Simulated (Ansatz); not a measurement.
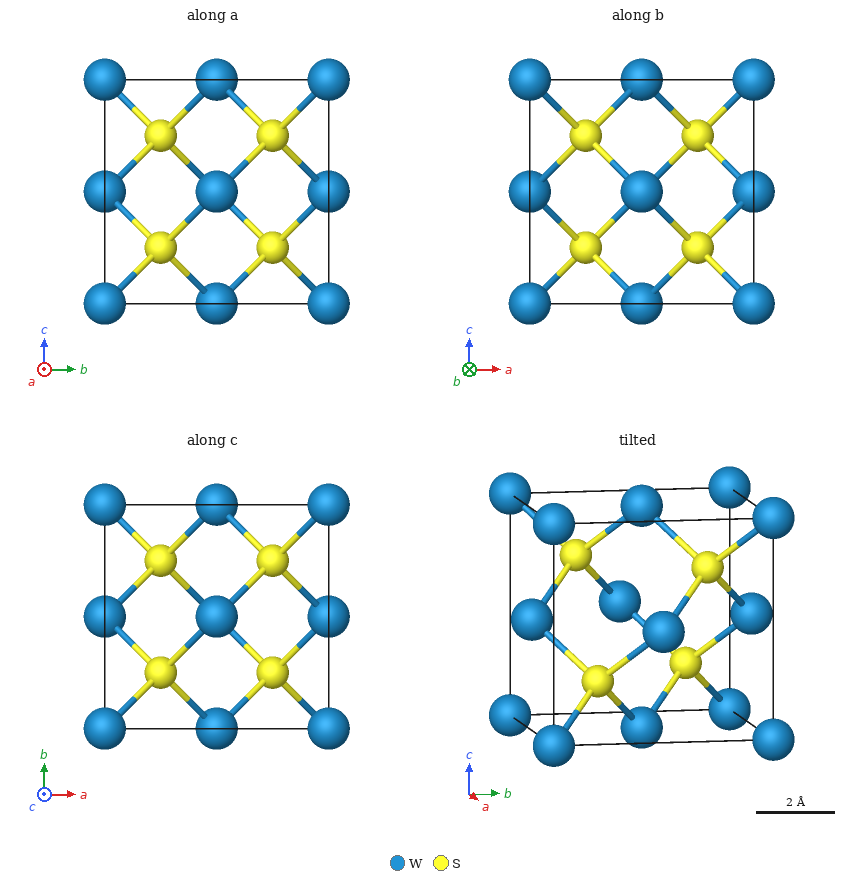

Crystal structure, ball-and-stick style, seen along the a axis, along the b axis, along the c axis and slightly off an axis. The conventional unit cell is drawn as a box.

Lattice parameters: a = 5.7805 Å, b = 5.7805 Å, c = 5.7805 Å, α = 90.000°, β = 90.000°, γ = 90.000°.

### Record the structure as a CIF with its space group and independent sites.

```cif
data_structure
_symmetry_space_group_name_H-M 'F -4 3 m'
_symmetry_Int_Tables_number 216
_cell_length_a 5.7805
_cell_length_b 5.7805
_cell_length_c 5.7805
_cell_angle_alpha 90.000
_cell_angle_beta 90.000
_cell_angle_gamma 90.000
_cell_volume 193.15
loop_
_atom_site_label
_atom_site_type_symbol
_atom_site_symmetry_multiplicity
_atom_site_Wyckoff_symbol
_atom_site_fract_x
_atom_site_fract_y
_atom_site_fract_z
_atom_site_occupancy
W1 W 4 a 0.0000 0.0000 0.0000 1
S1 S 4 d 0.2500 0.2500 0.7500 1
```

The initial geometry was a structure type filled with these elements by a generator (whether the compound takes this form wasn't checked). Relaxation method: DFT r2SCAN+U, scalar-relativistic, plane waves, PAW in Ansatz.
